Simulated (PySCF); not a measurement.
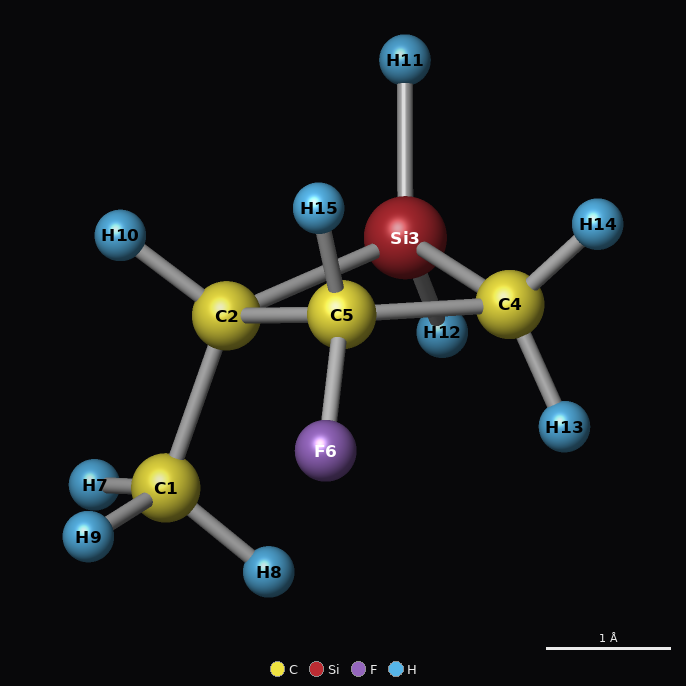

Numbered structure. The geometry was computed by an optimisation with GFN2-xTB. No frequency run is at hand to confirm it as a minimum.

Which atoms are bonded, and how long are the bonds?

```
   bond  length (Å)   order
  C1–C2       1.523  single
  C1–H7       1.088  single
  C1–H8       1.088  single
  C1–H9       1.089  single
 C2–Si3       1.922  single
  C2–C5       1.543  single
 C2–H10       1.091  single
 Si3–C4       1.911  single
Si3–H11       1.462  single
Si3–H12       1.459  single
  C4–C5       1.533  single
 C4–H13       1.088  single
 C4–H14       1.087  single
  C5–F6       1.378  single
 C5–H15       1.095  single
```
